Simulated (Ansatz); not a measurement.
# FHK (charge +1): what the fields show

The calculation's input:

```
crystal:
  periodic: [false, false, false]
  atoms:
    - { symbol: K, position_ang: [0.0364, 0.0509, -1.8325] }
    - { symbol: F, position_ang: [-0.0038, -0.0054, 0.4434] }
    - { symbol: H, position_ang: [-0.0326, -0.0456, 1.3891] }
total_charge: 1
basis:
  gaussian: { orbitals: def2-SVP }
hamiltonian:
  xc: pbe
  dispersion: d4
relax:
  f_tol: 0.02
  max_steps: 40
scf:
  lower_state_search: "off"
output:
  orbitals: {}
```

Run with:

```sh
ansatz run input.yaml --threads 1 --pin off --max-ram 2048MiB --backend cpu --events-out ev --progress --plain --runs-dir out
```

The fields are those of the relaxed geometry.

Theory: RKS PBE-D4/def2-SVP (Ansatz 0.2.0).

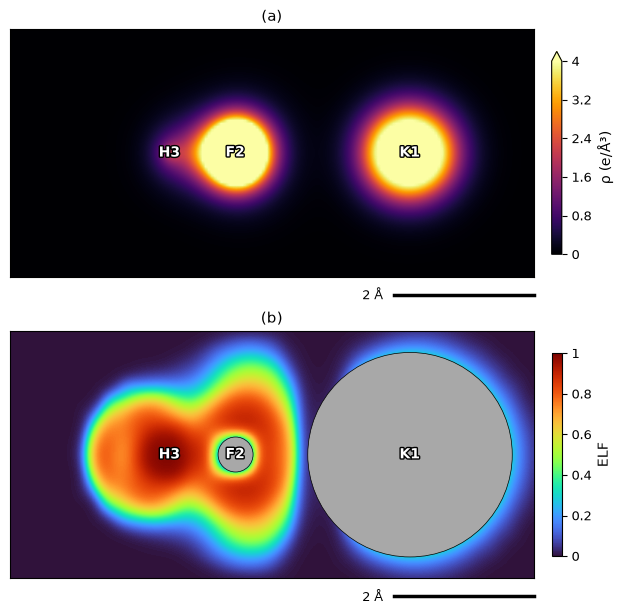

Figure 1. (a) total electron density; (b) ELF on a plane that holds the molecular axis. Grey discs cover the atomic cores in the ELF map.

Q: Interpret the plot.

A:
- Atoms in the plane: K, F and H.
- K–F (2.49 Å): ρ is about 0.15 e/Å³ halfway; the ELF is about 0.05 at the midpoint: a closed-shell, largely ionic contact.
- F–H (0.94 Å): ρ is about 4.4 e/Å³ halfway; the ELF climbs to about 1 towards the hydrogen, as it does in any bond to H: a covalent bond by its length.

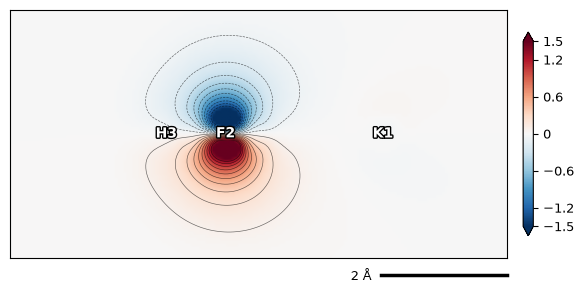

Figure 2. The HOMO on a plane that holds the molecular axis (values in Å⁻³ᐟ²; the overall sign is arbitrary).

Q: Where does this orbital lie, and at what energy?

A: Its weight (Hirshfeld) is mainly on F2 (about 95 %); it vanishes on the molecular axis (π type); largely a lone pair of F2. It is one of a degenerate set, so its orientation is arbitrary. Its energy is −14.45 eV.
